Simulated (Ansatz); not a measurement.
# C₂H₆ClNSi: basis-set convergence

How large a basis does C₂H₆ClNSi need? Two functionals are run in growing sets.

The runs use Ansatz 0.2.0, Gaussian basis; one geometry, several basis sets.

Levels to be run: PBE0-D4/def2-SVP; ωB97M-V/def2-SVP; PBE0-D4/def2-QZVPP; ωB97M-V/def2-QZVPP; the functionals' def2-TZVPP values are taken from earlier runs.

## 1. The geometry

The geometry comes from an earlier relaxation with PBE0-D4 in a triple-zeta def2 set; it is a stationary point, not always the lowest conformer.

SMILES `C=CN[SiH2]Cl`, 11 atoms, charge 0, spin multiplicity 1.

Atoms are counted from 1 here; the program's logs count them from 0.

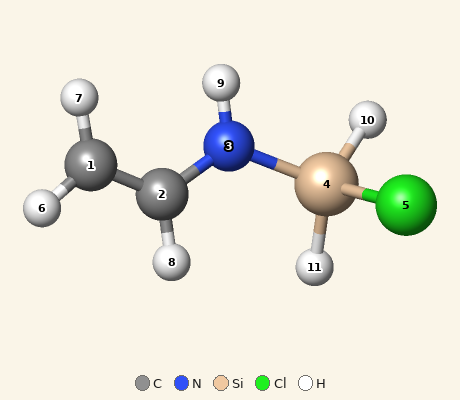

The structure; carbon grey, nitrogen blue, silicon light orange, chlorine green, hydrogen white; atoms are numbered from 1 in the order of the file.

## 2. PBE0-D4 in def2-SVP

The input, in.yaml:

```yaml
crystal:
  periodic: [false, false, false]
  atoms:
    - {symbol: C, position_ang: [0.281913, 2.050367, 0.644738]}
    - {symbol: C, position_ang: [-0.164642, 0.953500, 0.039624]}
    - {symbol: N, position_ang: [0.494177, -0.264684, -0.038857]}
    - {symbol: Si, position_ang: [-0.195979, -1.732839, -0.584582]}
    - {symbol: Cl, position_ang: [-1.342832, -2.696781, 0.832661]}
    - {symbol: H, position_ang: [-0.304680, 2.957561, 0.626745]}
    - {symbol: H, position_ang: [1.232873, 2.073401, 1.165850]}
    - {symbol: H, position_ang: [-1.124920, 0.965817, -0.469663]}
    - {symbol: H, position_ang: [1.379095, -0.290591, 0.446902]}
    - {symbol: H, position_ang: [0.911864, -2.646337, -0.931380]}
    - {symbol: H, position_ang: [-1.101467, -1.426315, -1.711338]}
basis:
  gaussian: {orbitals: def2-SVP}
hamiltonian: {xc: pbe0, dispersion: d4}
output: {orbitals: {seedname: orbitals}}
```

Further steps of the session: ωB97M-V in def2-SVP; PBE0-D4 in def2-QZVPP; ωB97M-V in def2-QZVPP.

Before running them: what should the planned runs give, taken together? Wanted: PBE0-D4: double and triple zeta above quadruple; ωB97M-V: double and triple zeta above quadruple.

The runs gave:

| quantity | value |
| --- | --- |
| PBE0-D4: double and triple zeta above quadruple | 12.15, 0.85 eV |
| ωB97M-V: double and triple zeta above quadruple | 12.26, 0.80 eV |

**Reading.** PBE0-D4 gains 11.30 eV from double to triple zeta, then 0.85 eV more. These are total energies; as a rule much of such shifts cancels in differences, which this series doesn't test. The LUMO of ωB97M-V is positive and keeps falling with the basis (2.71 to 1.54 eV): an unbound level that the basis holds in place.
